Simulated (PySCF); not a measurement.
C3H5BF3N

```yaml
atoms:
  - { symbol: C, position_ang: [2.4546, 0.9031, 1.4240] }
  - { symbol: C, position_ang: [1.1541, 0.6119, 0.6382] }
  - { symbol: N, position_ang: [0.3080, 0.2640, -0.0870] }
  - { symbol: B, position_ang: [-0.6259, 0.0611, -1.1595] }
  - { symbol: C, position_ang: [-2.0824, -0.2820, -0.1671] }
  - { symbol: F, position_ang: [-3.2493, -0.3126, -0.7804] }
  - { symbol: F, position_ang: [-2.2041, 0.6495, 0.8080] }
  - { symbol: F, position_ang: [-1.9509, -1.3887, 0.5496] }
  - { symbol: H, position_ang: [2.9324, 1.8524, 1.0261] }
  - { symbol: H, position_ang: [3.0201, -0.0440, 1.1221] }
  - { symbol: H, position_ang: [2.0777, 1.0584, 2.4748] }
  - { symbol: H, position_ang: [-0.7924, 1.0906, -1.6857] }
  - { symbol: H, position_ang: [-0.0841, -0.6865, -2.0190] }
```

Geometry: GFN2-xTB, MD frame at 250 fs, 600 K.

Level of theory: PySCF, PBE0/pcSseg-1, SCF density, gas phase, non-relativistic.

What can the converged electron density and electron localisation function tell about the bonding?

Answer. C–N (1.17 Å): the density is about 3.3 e/Å³ at the midpoint; the ELF peaks at about 0.85 between the atoms; a multiple bond.
B–N (1.44 Å): ρ is about 1.7 e/Å³ halfway; the ELF peaks at about 0.95 between the atoms (a polar covalent bond).
C–C (1.55 Å): ρ at the midpoint is about 1.5 e/Å³; the ELF peaks at about 0.95 between the atoms: localised, covalent bonding.
C–H (1.13 Å): the density is about 1.9 e/Å³ at the midpoint; the ELF climbs to about 1 towards the hydrogen, as it does in any bond to H (an ordinary covalent bond to hydrogen).

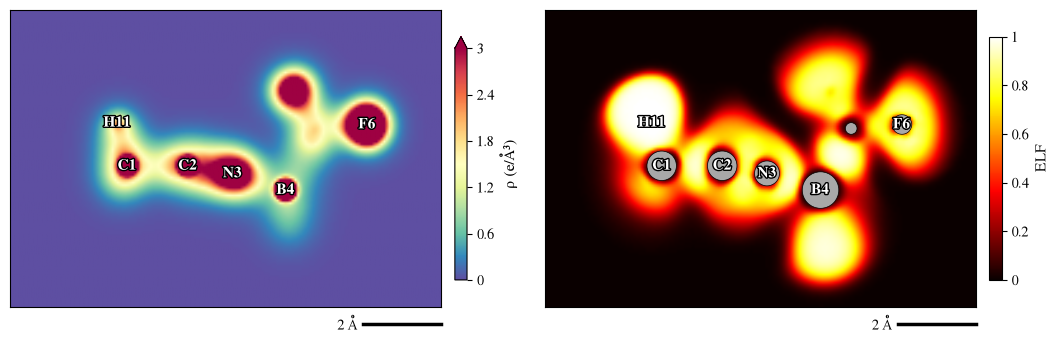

Computed electron density and electron localisation function on the plane of atoms C2, C1 and H11, in this order. Grey discs cover the atomic cores in the ELF map. 
